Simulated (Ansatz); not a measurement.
Amorphous Hf27O51

Preparation: random packing, a CHGNet melt and quench, and a DFT relaxation. O atoms were pushed apart under 1.9 Å during the dynamics, to hinder bonds among them. The hot cell started wider than the set density and was brought back towards it in steps. It is the lowest in DFT energy of 4 quenches. It is a model cell: composition and starting density were chosen by hand, and all elements were melted together. No dispersion term was used.

Methods: PBE, scalar-relativistic without spin-orbit coupling (Ansatz, a program for electronic structure); r2SCAN, scalar-relativistic without spin-orbit coupling (Ansatz); HSE06, scalar-relativistic without spin-orbit coupling (Ansatz). Geometry, pressure, stress and energy are those of the PBE run. Its sampling: a 2×2×2 Γ-centred mesh; Fermi-Dirac width 0.02 eV; no spin polarisation. Other functionals are single points at the zone centre (r2SCAN at 500 eV; exact exchange cut at the cell's faces), free to take moments where seeds were set. The usual formal charges leave 6 electrons over, so the level spacing at the Fermi energy parts defect or band states and needn't be the band gap.

The number of atoms in the cell is 78, the density (held, not predicted) is 9.39 g/cm³ and the volume per atom is 12.78 Å³. The pressure on a 2×2×2 Γ-centred mesh is 0.39 GPa and the largest force and stress component on that mesh (the relaxation ran on the zone centre alone) comes out as 0.15 eV/Å and 0.5 GPa. The energy relative to HfO2 (P2_1/c) + hcp Hf (lowest mix at this level among the phases computed, not always the ambient ones) is 0.192 eV/atom and the level spacing at the Fermi energy on a 2×2×2 Γ-centred mesh (PBE) is 0.51 eV. The level spacing at the Fermi energy at the zone centre (PBE) is 0.66 eV and the level spacing at the Fermi energy at the zone centre (r2SCAN) is 0.84 eV. The level spacing at the Fermi energy at the zone centre (HSE06) is 1.24 eV.

Bonds are counted up to Hf-Hf 3.34 Å, Hf-O 2.64 Å, O-O 1.58 Å. Two cations that share two anions don't count as bonded, nor two that share one unless they lie closer than Hf-Hf 3.25 Å.

* **Mean coordination of Hf by anions**: 5.96 (1 with 4, 4 with 5, 17 with 6, 5 with 7); 8 close contacts or bonds to cations besides
* **Mean coordination of O**: 3.16 (2 with 2, 39 with 3, 10 with 4)
* **Mean Hf-O bond**: 2.141 Å (spread 0.117 Å, 161 counted)
* **Mean Hf-Hf close contact**: 3.146 Å (spread 0.023 Å, 4 counted)

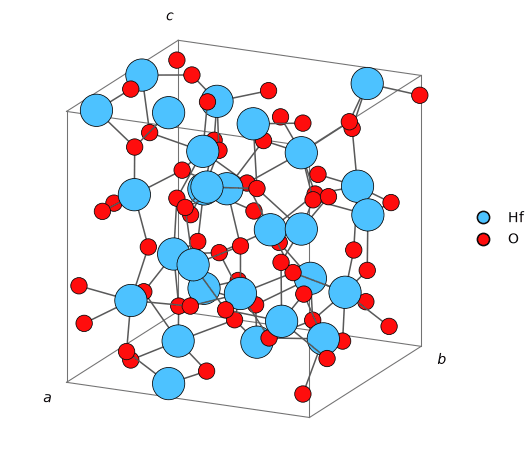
*The relaxed cell*

Its density started from a set value of 9.39 g/cm³. The quench (nominally 73 K/ps over its main leg) was far faster than any real one, so the model tends to hold more defects than a real film. One small periodic cell is one sample of the glass; other quenches scatter about these values. The volume was held where the preparation left it and the shape relaxed, at a PBE pressure of 0.4 GPa. On a 2×2×2 Γ-centred mesh force components of up to 0.15 eV/Å stay, since the relaxation ran on the zone centre alone.
